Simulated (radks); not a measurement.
For As in [Ar] 3d10 4s2 4p3, the spin moment of the 4p shell is fixed at a series of values. Method: scalar-relativistic Kohn-Sham, LDA (Slater exchange, Perdew-Wang correlation), spin-polarised, spherical densities, point nucleus; computed with the in-house radial solver radks. Wanted, and plotted below: the energy and the exchange splitting.

The energy falls with the moment, to −1.40 eV at M = 3 μB, the largest moment run, in line with Hund's first rule (at fractional spins the functional's fractional-spin error adds to the fall). A fit E = −I M²/4 gives an exchange integral I of about 0.62 eV, and the exchange splitting grows nearly in proportion to M, to 1.90 eV (0.63 eV per μB).

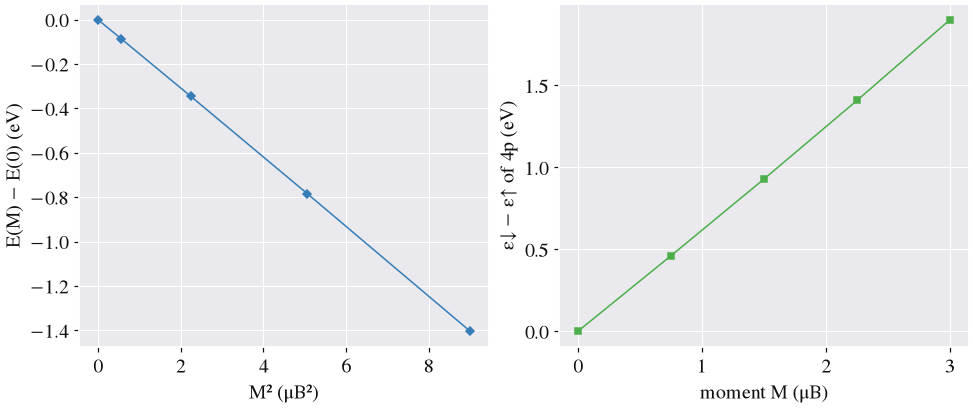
